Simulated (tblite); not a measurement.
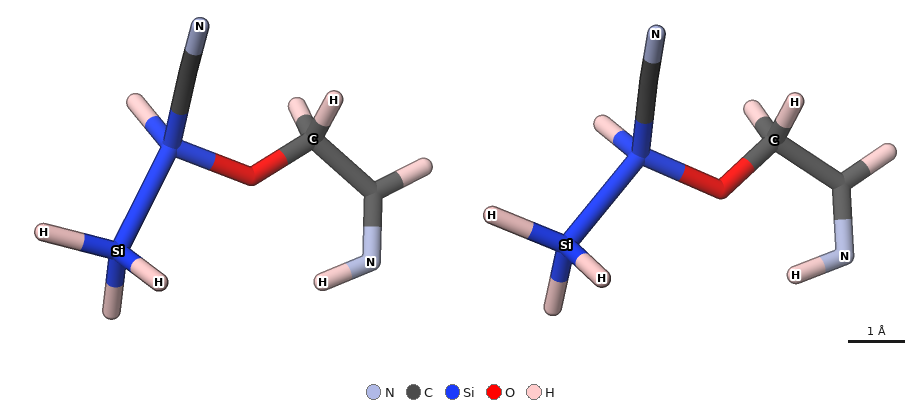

Two geometries of C3H8N2OSi2, drawn at one scale. One is the start of a relaxation, the other its converged end. The picture is a stick view, seen at a tilt.

Level of theory: tblite, GFN2-xTB geometry optimisation, gas phase. 

> Which of the two is the end point?

The left one is the relaxed one. An H atom moves most after the best rigid fit: 0.42 Å. Largest moves by element: H 0.42 Å, N 0.30 Å, O 0.29 Å, Si 0.26 Å, C 0.24 Å. Among the contacts that change: C–N 1.298 → 1.249 Å, O–Si 1.665 → 1.625 Å, H–Si 1.496 → 1.465 Å, C–O 1.426 → 1.397 Å. Among the angles between lasting bonds that change: Si–Si–H 109.1° → 122.3°, Si–O–C 117.9° → 130.3°, Si–Si–O 111.1° → 101.7°. The energy falls by 36.7 kJ/mol in 88 geometry steps.
